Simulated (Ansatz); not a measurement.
```yaml
crystal:
  lattice:
    - [2.85888, 0.00000, 0.00000]
    - [0.00000, 2.85888, 0.00000]
    - [0.00000, 0.00000, 14.31605]
  atoms:
    - { symbol: Al, position: [0.00000, 0.00000, 0.59988] }
    - { symbol: Al, position: [0.00000, 0.00000, 0.80013] }
    - { symbol: Al, position: [0.00000, 0.00000, 0.00000] }
    - { symbol: Al, position: [0.00000, 0.00000, 0.19987] }
    - { symbol: Al, position: [0.00000, 0.00000, 0.40012] }
    - { symbol: Fe, position: [0.50000, 0.50000, 0.89972] }
    - { symbol: Fe, position: [0.50000, 0.50000, 0.10028] }
    - { symbol: Co, position: [0.50000, 0.50000, 0.69839] }
    - { symbol: Co, position: [0.50000, 0.50000, 0.30161] }
    - { symbol: Co, position: [0.50000, 0.50000, 0.50000] }
```

Space group P4/mmm; a structure generated by program, which may or may not match a known phase; spin-polarised.

The calculation used DFT PBE, scalar-relativistic, plane waves, PAW in Ansatz.

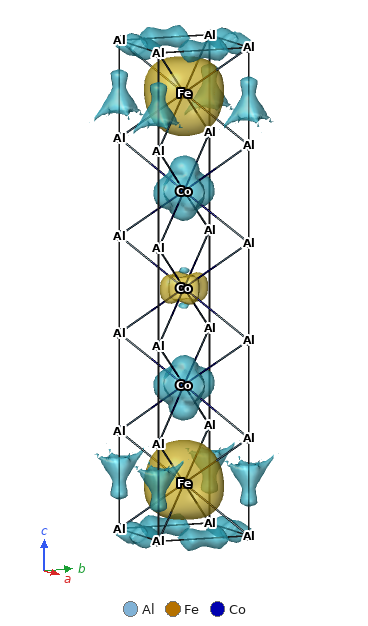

Al₅Fe₂Co₃. Isosurfaces of the spin density at +0.006 (yellow) and −0.006 e/Å³ (cyan), seen slightly off an axis. Sticks mark near contacts.

In a PAW calculation such maps are meaningful between the atoms, not at the nuclei.

Describe the spin distribution.

The spin density sits on Fe: +0.6 μB (×2) in one cell of 10 atoms, with smaller moments on other sites: Co (up to −0.07 μB): parallel main moments (a ferromagnetic arrangement) in this solution. The cell of the calculation (10 atoms) carries 1.1 μB of net spin moment.
